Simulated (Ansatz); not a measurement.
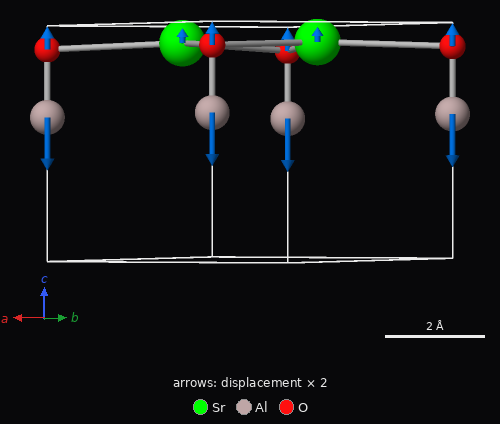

This is a relaxation of a crystal of Sr$_{2}$AlO (a generated structure, set up in P6mm) (coarse preliminary run). The starting structure is drawn; blue arrows show the displacements (the part carried along by the change of the cell is left out), 2 times their true length.

The picture is a ball-and-stick view of the cell of the calculation, seen from a free direction.

Method: DFT PBE, scalar-relativistic, plane waves, PAW in Ansatz 0.2.0. Settings: plane-wave cutoff 420 eV; k-point mesh 6 × 6 × 4; occupations gaussian; smearing width 0.1 eV; no spin polarisation; cell and atoms relaxed; force threshold 0.04 eV/Å; at most 70 steps.

### What did the optimiser do to the structure, and how much energy did it gain?

After 8 accepted moves (10 points after the start) the energy has fallen by 1369 meV per atom. Largest force component: 24 eV/Å at the start, 0.00085 eV/Å at the end. Pressure: 18.92 GPa at the start and 0.09 GPa at the end. At 2 points the geometry stayed and the basis and grid were re-selected for the new cell (energy shift of 9.4 meV per atom at most each time). The atom that moves furthest relative to the cell is the Al atom (0.54 Å along −c). Largest moves by element: Al 0.54 Å, O 0.24 Å, Sr 0.15 Å. Cell: a = b 4.989 → 5.651 Å (+13.3 %), c 4.786 → 3.662 Å (−23.5 %). Volume −1.8 %. Near-neighbour distances that change, for instance: Al–O 3.410 → 1.831 Å, Al–O 1.376 → 1.831 Å, Sr–Sr 2.880 → 3.262 Å, O–Sr 2.882 → 3.262 Å. New bonds form, among them: Al–O (3.41 → 1.83 Å). The space group (tolerance 0.01 Å) goes from P6mm (No. 183) to P6/mmm (No. 191).
